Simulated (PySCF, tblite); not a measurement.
# HF: deprotonation

What do calculations give for the deprotonation of HF (`F`)?

Programs: tblite 0.8.0 and PySCF 2.14.0, with routines of our own; each step states its level. All values are computed. Atoms count from 0.

## (1) The starting structure

2 atoms, charge 0, multiplicity 1; geometry from: start built from the parent or by distance geometry.

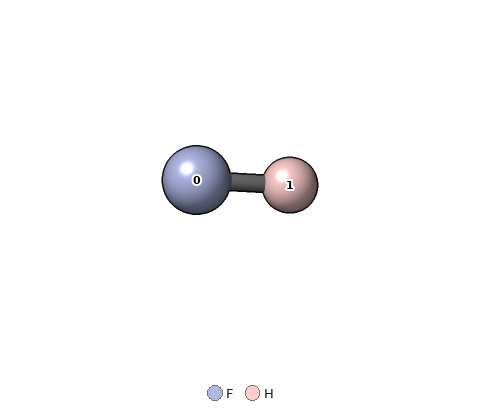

The starting geometry (fluorine light blue, hydrogen pink).

## (2) Relaxing the molecule with GFN2-xTB

Job settings and geometry (Å):

```
{"job": {"kind": "relax", "xc": "GFN2-xTB", "basis": "xTB"}, "charge": 0, "multiplicity": 1}
F      0.504000    -0.006100    -0.005300
H     -0.498500     0.008700    -0.023000
```

The run is started by

```sh
> OMP_NUM_THREADS=1 python redox_run.py task.json out
```

The driver reads the jobs from task.json and runs them one after another.

Standard output:

```text
step      E/eV     max force
  0    -142.02207    2.539
  1    -142.12152    0.111
  2    -142.12162    0.041
  3    -142.12164    0.000
```

Run time: 0.01 s. Hardware: 1 thread of Arm Neoverse V1, shared host.

The steps of the relaxation:

| step | energy from step 0 (eV) | largest force (eV/Å) |
| --- | --- | --- |
| 0 | 0.0000 | 2.5387 |
| 1 | -0.0994 | 0.1110 |
| 2 | -0.0995 | 0.0410 |
| 3 | -0.0996 | 0.0000 |

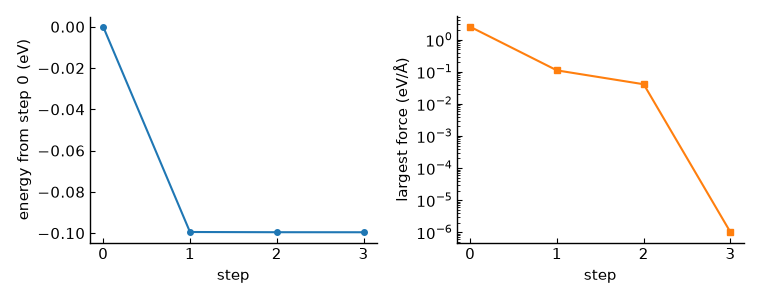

Energy and largest force along the relaxation.

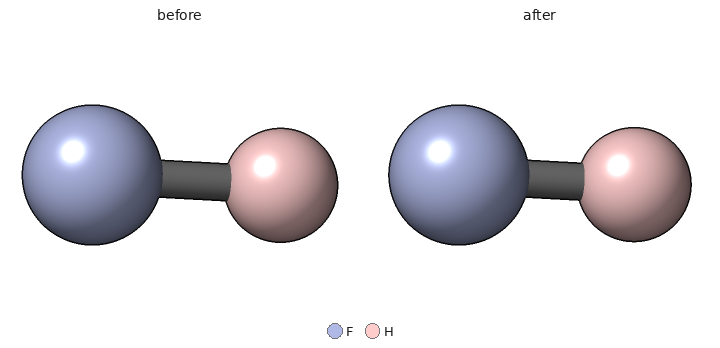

The geometry before (left) and after (right).

The bond:

| bond | before (Å) | after (Å) | change (Å) |
| --- | --- | --- | --- |
| F0–H1 | 1.003 | 0.932 | -0.070 |

The end geometry stands in the next job.

## (3) Infrared spectrum with GFN2-xTB

Job settings and geometry (Å):

```
{"job": {"kind": "ir", "xc": "GFN2-xTB", "basis": "xTB"}, "charge": 0, "multiplicity": 1}
F      0.468847    -0.005600    -0.005904
H     -0.463333     0.008136    -0.022394
```

Standard output:

```text
mode    cm-1     km/mol
  1    3763.5     72.00
ZPE 22.511  H(298)-E 31.187  G(298)-E -20.652 kJ/mol  S 173.87 J/(mol K)
```

It took 0.04 s on 1 thread of Arm Neoverse V1, shared host.

The strongest bands and the atoms that carry them (share of the mass-weighted mode):

| cm⁻¹ | km/mol | atoms |
| --- | --- | --- |
| 3764 | 72.0 | H1 95 % |

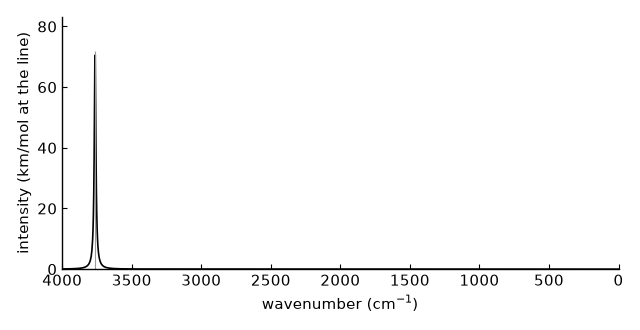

The infrared spectrum from these modes, unscaled. Lines are broadened to a width of 14 cm⁻¹ (Lorentzian).

## (4) Optimising the geometry at PBE0-D3(BJ)/ma-def2-SVP

Job settings and geometry (Å):

```
{"job": {"xc": "PBE0", "basis": "ma-def2-SVP", "d3": "d3bj", "grid": 1, "kind": "geom"}, "charge": 0, "multiplicity": 1}
F      0.468847    -0.005600    -0.005904
H     -0.463333     0.008136    -0.022394
```

Standard output:

```text
step   0  E = -100.27535291  max force = 0.010972
step   1  E = -100.27545747  max force = 0.000423
step   2  E = -100.27545802  max force = 0.000033
optimisation converged
```

Run time: 0.57 s. Hardware: 1 thread of Arm Neoverse V1, shared host.

Step by step:

| step | energy from step 0 (eV) | largest force component (eV/Å) |
| --- | --- | --- |
| 0 | 0.0000 | 0.5642 |
| 1 | -0.0028 | 0.0218 |
| 2 | -0.0029 | 0.0017 |

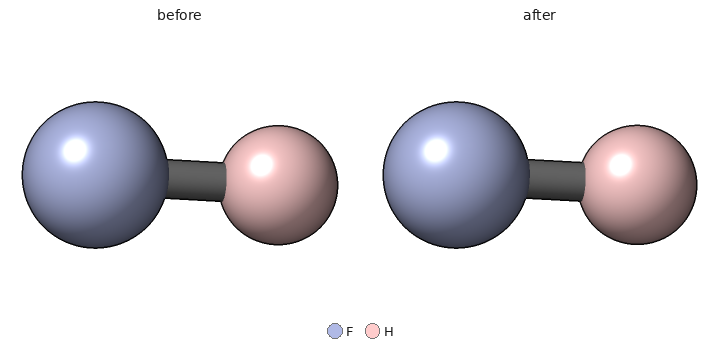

The geometry before (left) and after (right).

The bond:

| bond | before (Å) | after (Å) | change (Å) |
| --- | --- | --- | --- |
| F0–H1 | 0.932 | 0.923 | -0.010 |

The end geometry stands in the next job.

| at the end point | value |
| --- | --- |
| point group (found at 0.08 Å tolerance) | Cinfv |
| rotational constants (GHz, main isotopes) | 620.3, 620.3 |
| dipole moment (D) | 1.98 |

## (5) Harmonic vibrations (HF): PBE0-D3(BJ)/ma-def2-SVP

Job settings and geometry (Å):

```
{"job": {"xc": "PBE0", "basis": "ma-def2-SVP", "d3": "d3bj", "grid": 2, "kind": "hessian"}, "charge": 0, "multiplicity": 1}
F      0.463919    -0.006656    -0.004659
H     -0.458405     0.009192    -0.023639
```

Standard output:

```text
coarse grid: 1712 points
cycle   1  E = -100.2346053035  dE = -5.268e-02  |g| = 4.200e-01  |ddm| = 9.765e-01
cycle   2  E = -100.2116536216  dE =  2.295e-02  |g| = 5.855e-01  |ddm| = 5.823e-01
cycle   3  E = -100.2656573581  dE = -5.400e-02  |g| = 2.380e-02  |ddm| = 3.136e-01
cycle   4  E = -100.2657421256  dE = -8.477e-05  |g| = 2.265e-03  |ddm| = 1.259e-02
cycle   5  E = -100.2657428369  dE = -7.113e-07  |g| = 1.983e-04  |ddm| = 1.204e-03
final grid: 16976 points
cycle   6  E = -100.2754810841  dE = -8.789e-06  |g| = 2.667e-03  |ddm| = 6.936e-03
cycle   7  E = -100.2754802042  dE =  8.799e-07  |g| = 3.609e-03  |ddm| = 3.189e-03
cycle   8  E = -100.2754822272  dE = -2.023e-06  |g| = 4.005e-05  |ddm| = 1.793e-03
cycle   9  E = -100.2754822275  dE = -3.055e-10  |g| = 7.769e-06  |ddm| = 3.433e-05
cycle  10  E = -100.2754822275  dE = -1.124e-11  |g| = 1.376e-06  |ddm| = 5.806e-06
converged SCF energy = -100.2754822275

mode    cm-1
  1    4127.0
ZPE 24.685  H(298)-E 33.362  G(298)-E -18.425 kJ/mol  S 173.69 J/(mol K)
```

Wall time 0.72 s (1 thread of Arm Neoverse V1, shared host).

Zero-point energy 24.68 kJ/mol (xTB gave 22.51).

## (6) Single point (HF): PBE0-D3(BJ)/ma-def2-TZVP

Geometry: PBE0-D3(BJ)/ma-def2-SVP.

Job settings and geometry (Å):

```
{"job": {"kind": "sp", "xc": "PBE0", "basis": "ma-def2-TZVP", "d3": "d3bj", "grid": 2}, "charge": 0, "multiplicity": 1}
F      0.463919    -0.006656    -0.004659
H     -0.458405     0.009192    -0.023639
```

Standard output:

```text
coarse grid: 1712 points
cycle   1  E = -100.3528692981  dE = -3.675e-02  |g| = 4.987e-01  |ddm| = 6.482e-01
cycle   2  E = -100.3156012828  dE =  3.727e-02  |g| = 7.361e-01  |ddm| = 5.130e-01
cycle   3  E = -100.3928430349  dE = -7.724e-02  |g| = 2.431e-02  |ddm| = 2.853e-01
cycle   4  E = -100.3929267066  dE = -8.367e-05  |g| = 4.143e-03  |ddm| = 1.064e-02
cycle   5  E = -100.3929286038  dE = -1.897e-06  |g| = 3.469e-04  |ddm| = 1.334e-03
final grid: 16976 points
cycle   6  E = -100.3938357601  dE = -1.871e-05  |g| = 3.969e-03  |ddm| = 5.898e-03
cycle   7  E = -100.3938339111  dE =  1.849e-06  |g| = 5.424e-03  |ddm| = 3.342e-03
cycle   8  E = -100.3938378781  dE = -3.967e-06  |g| = 9.579e-05  |ddm| = 1.941e-03
cycle   9  E = -100.3938378793  dE = -1.120e-09  |g| = 1.629e-05  |ddm| = 4.034e-05
converged SCF energy = -100.3938378793
```

Run time: 0.18 s. Hardware: 1 thread of Arm Neoverse V1, shared host.

## (7) Single point (F−): PBE0-D3(BJ)/ma-def2-TZVP

Geometry: atom.

Job settings and geometry (Å):

```
{"job": {"kind": "sp", "xc": "PBE0", "basis": "ma-def2-TZVP", "d3": "d3bj", "grid": 2}, "charge": -1, "multiplicity": 1}
F      0.000000     0.000000     0.000000
```

Standard output:

```text
coarse grid: 1088 points
cycle   1  E = -99.6476129070  dE = -8.094e-02  |g| = 8.618e-01  |ddm| = 3.229e-01
cycle   2  E = -98.3385564864  dE =  1.309e+00  |g| = 2.779e+00  |ddm| = 1.874e+00
cycle   3  E = -99.7919227373  dE = -1.453e+00  |g| = 4.969e-02  |ddm| = 1.529e+00
cycle   4  E = -99.7920978897  dE = -1.752e-04  |g| = 4.048e-02  |ddm| = 5.484e-02
cycle   5  E = -99.7923489420  dE = -2.511e-04  |g| = 5.735e-03  |ddm| = 1.428e-02
cycle   6  E = -99.7923540010  dE = -5.059e-06  |g| = 6.814e-04  |ddm| = 2.017e-03
final grid: 11608 points
cycle   7  E = -99.7957916858  dE = -3.465e-06  |g| = 4.970e-04  |ddm| = 3.628e-03
cycle   8  E = -99.7957915844  dE =  1.014e-07  |g| = 9.938e-04  |ddm| = 7.101e-04
cycle   9  E = -99.7957917351  dE = -1.507e-07  |g| = 4.238e-05  |ddm| = 3.900e-04
cycle  10  E = -99.7957917353  dE = -2.888e-10  |g| = 7.738e-06  |ddm| = 2.370e-05
converged SCF energy = -99.7957917353
```

Wall time 0.1 s (1 thread of Arm Neoverse V1, shared host).

## (8) Single point (HF): PBE0-D3(BJ)/ma-def2-TZVP in acetone

Geometry: PBE0-D3(BJ)/ma-def2-SVP.

Job settings and geometry (Å):

```
{"job": {"kind": "sp", "xc": "PBE0", "basis": "ma-def2-TZVP", "d3": "d3bj", "grid": 2, "solvent": "acetone"}, "charge": 0, "multiplicity": 1}
F      0.463919    -0.006656    -0.004659
H     -0.458405     0.009192    -0.023639
```

Standard output:

```text
final grid: 16976 points
cycle   1  E = -100.4020133113  dE = -6.803e-04  |g| = 2.461e-02  |ddm| = 7.847e-02
cycle   2  E = -100.4019732146  dE =  4.010e-05  |g| = 3.145e-02  |ddm| = 1.989e-02
cycle   3  E = -100.4021058100  dE = -1.326e-04  |g| = 2.094e-03  |ddm| = 1.123e-02
cycle   4  E = -100.4021063817  dE = -5.717e-07  |g| = 2.020e-04  |ddm| = 9.414e-04
cycle   5  E = -100.4021063927  dE = -1.104e-08  |g| = 2.425e-05  |ddm| = 2.570e-04
cycle   6  E = -100.4021063928  dE = -1.183e-10  |g| = 5.904e-07  |ddm| = 1.822e-05
converged SCF energy = -100.4021063928
```

Wall time 0.16 s (1 thread of Arm Neoverse V1, shared host).

## (9) Single point (F−): PBE0-D3(BJ)/ma-def2-TZVP in acetone

Geometry: atom.

Job settings and geometry (Å):

```
{"job": {"kind": "sp", "xc": "PBE0", "basis": "ma-def2-TZVP", "d3": "d3bj", "grid": 2, "solvent": "acetone"}, "charge": -1, "multiplicity": 1}
F      0.000000     0.000000     0.000000
```

Standard output:

```text
final grid: 11608 points
cycle   1  E = -99.9290201828  dE = -8.376e-04  |g| = 5.321e-02  |ddm| = 1.263e-01
cycle   2  E = -99.9279762828  dE =  1.044e-03  |g| = 1.002e-01  |ddm| = 5.797e-02
cycle   3  E = -99.9294681919  dE = -1.492e-03  |g| = 1.245e-03  |ddm| = 3.737e-02
cycle   4  E = -99.9294684637  dE = -2.718e-07  |g| = 1.670e-04  |ddm| = 1.001e-03
cycle   5  E = -99.9294684680  dE = -4.337e-09  |g| = 7.512e-06  |ddm| = 7.233e-05
converged SCF energy = -99.9294684680
```

It took 0.09 s on 1 thread of Arm Neoverse V1, shared host.

## (10) Single point (HF): PBE0-D3(BJ)/ma-def2-TZVP in benzonitrile

Geometry: PBE0-D3(BJ)/ma-def2-SVP.

Job settings and geometry (Å):

```
{"job": {"kind": "sp", "xc": "PBE0", "basis": "ma-def2-TZVP", "d3": "d3bj", "grid": 2, "solvent": "benzonitrile"}, "charge": 0, "multiplicity": 1}
F      0.463919    -0.006656    -0.004659
H     -0.458405     0.009192    -0.023639
```

Standard output:

```text
final grid: 16976 points
cycle   1  E = -100.4021398729  dE = -7.009e-04  |g| = 2.490e-02  |ddm| = 7.950e-02
cycle   2  E = -100.4020989558  dE =  4.092e-05  |g| = 3.182e-02  |ddm| = 2.013e-02
cycle   3  E = -100.4022346653  dE = -1.357e-04  |g| = 2.119e-03  |ddm| = 1.135e-02
cycle   4  E = -100.4022352513  dE = -5.859e-07  |g| = 2.053e-04  |ddm| = 9.565e-04
cycle   5  E = -100.4022352628  dE = -1.149e-08  |g| = 2.455e-05  |ddm| = 2.629e-04
cycle   6  E = -100.4022352629  dE = -1.207e-10  |g| = 5.961e-07  |ddm| = 1.844e-05
converged SCF energy = -100.4022352629
```

Wall time 0.16 s (1 thread of Arm Neoverse V1, shared host).

## (11) Single point (F−): PBE0-D3(BJ)/ma-def2-TZVP in benzonitrile

Geometry: atom.

Job settings and geometry (Å):

```
{"job": {"kind": "sp", "xc": "PBE0", "basis": "ma-def2-TZVP", "d3": "d3bj", "grid": 2, "solvent": "benzonitrile"}, "charge": -1, "multiplicity": 1}
F      0.000000     0.000000     0.000000
```

Standard output:

```text
final grid: 11608 points
cycle   1  E = -99.9303909243  dE = -8.552e-04  |g| = 5.364e-02  |ddm| = 1.274e-01
cycle   2  E = -99.9293321650  dE =  1.059e-03  |g| = 1.010e-01  |ddm| = 5.840e-02
cycle   3  E = -99.9308461855  dE = -1.514e-03  |g| = 1.251e-03  |ddm| = 3.762e-02
cycle   4  E = -99.9308464603  dE = -2.748e-07  |g| = 1.679e-04  |ddm| = 1.008e-03
cycle   5  E = -99.9308464647  dE = -4.382e-09  |g| = 7.584e-06  |ddm| = 7.276e-05
converged SCF energy = -99.9308464647
```

Run time: 0.09 s. Hardware: 1 thread of Arm Neoverse V1, shared host.

## (12) Deprotonation: PBE0-D3(BJ)/ma-def2-TZVP

This step combines the energies above: geometries from PBE0-D3(BJ)/ma-def2-SVP, zero-point and thermal terms from PBE0-D3(BJ)/ma-def2-SVP.

Job settings and geometry (Å):

```
{"job": {"kind": "ac", "geom": {"xc": "PBE0", "basis": "ma-def2-SVP", "d3": "d3bj", "grid": 1}, "hess": 1, "level": {"xc": "PBE0", "basis": "ma-def2-TZVP", "d3": "d3bj", "solvents": ["acetone", "benzonitrile"]}}, "charge": 0, "multiplicity": 1}
F      0.463919    -0.006656    -0.004659
H     -0.458405     0.009192    -0.023639
```

Output (the driver's rows laid out field by field):

```text
deprotonation site by site, PBE0-D3(BJ)/ma-def2-TZVP // PBE0-D3(BJ)/ma-def2-SVP

row 1
  formula                 F
  charge                  -1
  multiplicity            1
  smiles                  [F-]
  kept                    yes
  pieces                  1
  atom                    0
  element                 F
  electronic              1570.17
  enthalpy                1549.2
  free_energy             1525.1
  solution                acetone 1195.84, benzonitrile 1192.56
  share_gas               1.0
  share_solution          acetone 1.0, benzonitrile 1.0
```

It took 2.4 s on 1 thread of Arm Neoverse V1, shared host.

Energy needed to remove a proton (kJ/mol, gas phase, 298 K for the thermal columns):

| site | product | electronic | enthalpy | free energy |
| --- | --- | --- | --- | --- |
| F0 | [F-] | 1570.2 | 1549.2 | 1525.1 |

Free energies in a continuum (kJ/mol, same sign; the bare proton is left unsolvated, so these are no solution acidities or basicities): acetone: F0 1195.8; benzonitrile: F0 1192.6.

## (13) Summary of results

```
                                          quantity                 value
         strongest single infrared mode (GFN2-xTB)  3764 cm⁻¹, 72 km/mol
                      zero-point energy (GFN2-xTB)          5.4 kcal/mol
                                       point group                 Cinfv
              rotational constants (main isotopes)    620.30, 620.30 GHz
ΔH of deprotonation, F0 (PBE0-D3(BJ)/ma-def2-TZVP)         1549.2 kJ/mol
```

What this shows: The one mode is real. GFN2-xTB is a fitted tight-binding method: band positions and strengths are rough. Its intensities can rank the bands wrongly. The optimisation took 2 steps and gained 0.003 eV; among the close pairs (by a distance rule), F0–H1 changed most, from 0.932 to 0.923 Å (PBE0/ma-def2-SVP). The ΔH of deprotonation at F0 is 1549.2 kJ/mol at PBE0-D3(BJ)/ma-def2-TZVP; zero-point and thermal terms move it by -21.0 kJ/mol from the electronic value.
